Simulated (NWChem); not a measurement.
# One shape, several levels: Ge2H6O2 (SMILES [OH][GeH2][GeH2][OH])

Aim: a comparison of 3 runs (HF/STO-3G, HF/3-21G, B3LYP/6-31G*) of Ge2H6O2. 

The calculation is run with NWChem 7.3.0.

## 1. The molecule

Ge2H6O2: 10 atoms, total charge 0, spin state singlet. As SMILES, `[OH][GeH2][GeH2][OH]`. The shape is that of a PBE0-D4/def2-TZVP optimisation. This is one conformer, not always the lowest.

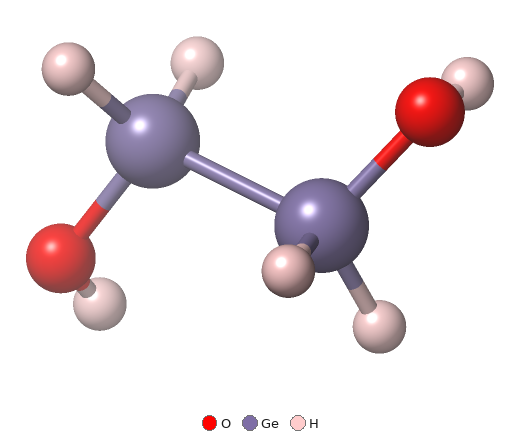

Viewed from a chosen angle; oxygen red, germanium purple, hydrogen pink.

## 2. Energy and gradient at HF/STO-3G (run 1)

run.py

```python
from ase import Atoms
from ase.calculators.nwchem import NWChem

system = Atoms(['O', 'Ge', 'Ge', 'O', 'H', 'H', 'H', 'H', 'H', 'H'], positions=[
    [-0.309300, 2.455000, -0.006400],
    [0.600700, 0.984100, 0.456700],
    [-0.721500, -1.006400, -0.054200],
    [0.308500, -2.466700, 0.057800],
    [-0.425000, 2.532100, -0.955900],
    [0.860000, 1.168500, 1.957800],
    [1.943500, 0.946400, -0.311300],
    [-1.840500, -1.265700, 0.963100],
    [-1.315400, -0.903200, -1.479200],
    [0.981900, -2.495100, -0.625400],
])

calc = NWChem(
    label='sp',
    theory='scf',
    memory='2200 mb',
    basis='STO-3G',
    basispar='spherical bse',
    scf={'nopen': '0', 'rhf': None, 'thresh': '1e-08', 'maxiter': '80', 'print': 'low'},
)
system.calc = calc

forces = system.get_forces()
e = system.get_potential_energy()
print(f"E = {e:.6f} eV")
print("forces (eV/A):")
for s, f in zip(system.symbols, forces):
    print(f"{s:2s} {f[0]:10.5f} {f[1]:10.5f} {f[2]:10.5f}")
```

On the command line:

```
export ASE_NWCHEM_COMMAND="nwchem PREFIX.nwi > PREFIX.nwo"
python run.py
```

Log:

```text
E = -115776.917754 eV
forces (eV/A):
O     0.70854   -0.68098    2.41689
Ge    0.70525    0.70788    0.01136
Ge   -0.55027   -0.69178   -0.45771
O    -2.04572    0.56209    1.50749
H     0.05723   -0.30308   -1.76578
H    -0.29444   -0.28514   -1.95286
H    -1.76527    0.04458    1.07364
H     1.41981    0.38248   -1.34690
H     0.74079   -0.13431    1.92272
H     1.02407    0.39826   -1.40891
```

The calculator wrote sp.nwi:

```
title "sp"

permanent_dir sp

scratch_dir sp

start sp

geometry units angstrom nocenter noautosym noautoz
  O  -3.0930000000000002e-01 2.4550000000000001e+00 -6.4000000000000003e-03
  Ge 6.0070000000000001e-01 9.8409999999999997e-01 4.5669999999999999e-01
  Ge -7.2150000000000003e-01 -1.0064000000000000e+00 -5.4199999999999998e-02
  O  3.0850000000000000e-01 -2.4666999999999999e+00 5.7799999999999997e-02
  H  -4.2499999999999999e-01 2.5320999999999998e+00 -9.5589999999999997e-01
  H  8.5999999999999999e-01 1.1685000000000001e+00 1.9578000000000000e+00
  H  1.9435000000000000e+00 9.4640000000000002e-01 -3.1130000000000002e-01
  H  -1.8405000000000000e+00 -1.2657000000000000e+00 9.6309999999999996e-01
  H  -1.3153999999999999e+00 -9.0320000000000000e-01 -1.4792000000000001e+00
  H  9.8190000000000000e-01 -2.4950999999999999e+00 -6.2539999999999996e-01
end

memory 2200 mb

basis spherical bse noprint
   * library STO-3G
end

scf
  nopen 0
  rhf
  thresh 1e-08
  maxiter 80
  print low
end

task scf gradient
```

sp.nwo:

```text
Northwest Computational Chemistry Package (NWChem) 7.3.0
             --------------------------------------------------------

           Job information
           ---------------

    nwchem branch   = 7.3.0
    use scalapack   = T
    input           = sp.nwi
    prefix          = sp.
    data base       = sp/sp.db
    status          = startup
    nproc           =        1

           Memory information
           ------------------

[... 5 lines left out ...]
    hardfail = no
[... 112 lines left out ...]
       Final RHF  results
[... 3 lines left out ...]
      One-electron energy =  -7108.519690661657
[... 1 line left out ...]
 Nuclear repulsion energy =    568.934427633595
[... 3 lines left out ...]
                              NWChem Gradients Module
                              -----------------------

                         RHF ENERGY GRADIENTS

    atom               coordinates                        gradient
                 x          y          z           x          y          z
   1 O      -0.584492   4.639277  -0.012094   -0.013779   0.013243  -0.047001
   2 Ge      1.135158   1.859679   0.863038   -0.013715  -0.013766  -0.000221
   3 Ge     -1.363437  -1.901820  -0.102423    0.010701   0.013453   0.008901
[... 6 lines of this table left out ...]
  10 H       1.855522  -4.715055  -1.181835   -0.019915  -0.007745   0.027399

 Task  times  cpu:       14.4s     wall:       14.4s
 Total times  cpu:       14.5s     wall:       14.5s
```

Run time: 17 s. Hardware: 1 thread of Intel Xeon Platinum 8488C (Sapphire Rapids), shared host; peak memory 0.1 GiB.

## 3. Energy and gradient at HF/3-21G (run 2)

ge2h6o2.nw

```
START ge2h6o2
memory 2200 mb
GEOMETRY units angstroms noautosym nocenter noautoz
   O       -0.309300       2.455000      -0.006400
   Ge       0.600700       0.984100       0.456700
   Ge      -0.721500      -1.006400      -0.054200
   O        0.308500      -2.466700       0.057800
   H       -0.425000       2.532100      -0.955900
   H        0.860000       1.168500       1.957800
   H        1.943500       0.946400      -0.311300
   H       -1.840500      -1.265700       0.963100
   H       -1.315400      -0.903200      -1.479200
   H        0.981900      -2.495100      -0.625400
END
BASIS "ao basis" spherical bse
   * library 3-21G
END
SCF
   thresh 1e-08
   maxiter 80
END
TASK scf gradient
```

On the command line:

```
nwchem ge2h6o2.nw > ge2h6o2.out
```

Log:

```text
[...]
  functions       =    74
[...]
  wavefunction    = RHF
[...]
         Total SCF energy =  -4283.081815485700
      One-electron energy =  -7113.267278917254
      Two-electron energy =   2261.251035797959
 Nuclear repulsion energy =    568.934427633595
        Time for solution =     10.1s
[...]
                         RHF ENERGY GRADIENTS
    atom               coordinates                        gradient
                 x          y          z           x          y          z
   1 O      -0.584492   4.639277  -0.012094   -0.013824   0.024673  -0.004440
   2 Ge      1.135158   1.859679   0.863038    0.007130  -0.021838  -0.003891
   3 Ge     -1.363437  -1.901820  -0.102423   -0.003688   0.022101  -0.006295
   4 O       0.582980  -4.661387   0.109226    0.014033  -0.024619   0.003691
   5 H      -0.803134   4.784975  -1.806389    0.006232  -0.009653   0.006809
   6 H       1.625164   2.208145   3.699706   -0.000152   0.002843   0.001539
   7 H       3.672682   1.788437  -0.588272    0.000317   0.001621  -0.000183
   8 H      -3.478041  -2.391826   1.819995   -0.000745  -0.002910   0.001146
   9 H      -2.485746  -1.706801  -2.795283   -0.000096  -0.001599  -0.000396
  10 H       1.855522  -4.715055  -1.181835   -0.009206   0.009381   0.002021
[...]
```

Run time: 13 s. Hardware: 1 thread of Intel Xeon Platinum 8488C (Sapphire Rapids), shared host; peak memory 0.1 GiB.

## 4. Energy and forces at B3LYP/6-31G(d) (Cartesian functions) (run 3)

struct.nw

```
start struct
memory total 2200 mb
geometry noautosym nocenter noautoz
  O    -0.309300    2.455000   -0.006400
  Ge    0.600700    0.984100    0.456700
  Ge   -0.721500   -1.006400   -0.054200
  O     0.308500   -2.466700    0.057800
  H    -0.425000    2.532100   -0.955900
  H     0.860000    1.168500    1.957800
  H     1.943500    0.946400   -0.311300
  H    -1.840500   -1.265700    0.963100
  H    -1.315400   -0.903200   -1.479200
  H     0.981900   -2.495100   -0.625400
end
basis cartesian
  * library 6-31G*
end
dft
  xc b3lyp
  mult 1
  grid fine
  convergence energy 1e-08
  maxiter 100
  mulliken
  print medium
end
task dft gradient
```

On the command line:

```
nwchem struct.nw > struct.out
```

Log:

```text
[...]
          Wavefunction type:  closed shell.
          No. of atoms     :    10
          No. of electrons :    86
[...]
          Charge           :     0
          Spin multiplicity:     1
[...]
          AO basis - number of functions:   112
[...]
              XC Information
              --------------
                         B3LYP Method XC Potential
                     Hartree-Fock (Exact) Exchange  0.200
                        Slater Exchange Functional  0.800 local
                    Becke 1988 Exchange Functional  0.720 non-local
              Lee-Yang-Parr Correlation Functional  0.810
                  VWN I RPA Correlation Functional  0.190 local
[...]
 d= 0,ls=0.0,diis     1  -4307.4826584199 -4.88D+03  1.72D-02  2.60D+00     9.8
[...]
 d= 0,ls=0.0,diis     8  -4307.6089605346 -8.25D-09  9.39D-06  2.23D-06    56.1
         Total DFT energy =    -4307.608960534641
      One electron energy =    -7134.205758554527
           Coulomb energy =     2435.235834035154
    Exchange-Corr. energy =     -177.573463648862
 Nuclear repulsion energy =      568.934427633595
[...]
  wavefunction    = closed shell
[...]
```

Run time: 76 s. Hardware: 1 thread of Intel Xeon Platinum 8488C (Sapphire Rapids), shared host; peak memory 0.13 GiB.

## 5. Overview of the runs

```
run                               level  Cartesian functions  iteration cap   energy (Eh)  largest force (eV/Å)  wall time
  1                           HF/STO-3G                   no             80  -4254.723286                 2.609       17 s
  2                            HF/3-21G                   no             80  -4283.081815                 1.472       13 s
  3  B3LYP/6-31G* (Cartesian functions)                  yes            100  -4307.608961                 0.644       76 s
```

## 6. Results

| quantity | value |
| --- | --- |
| run 3: total energy | -4307.60896 Eh |
| run 3: dipole moment | 2.31 D |
| run 3: HOMO energy | -7.00 eV |
| run 3: LUMO energy | -0.83 eV |
| run 3: HOMO–LUMO gap | 6.18 eV |
| run 3: largest force on an atom | 0.644 eV/Å |

In run 1 the basis is minimal, so the values are rough. All runs together took 1.8 min, the longest 76 s.
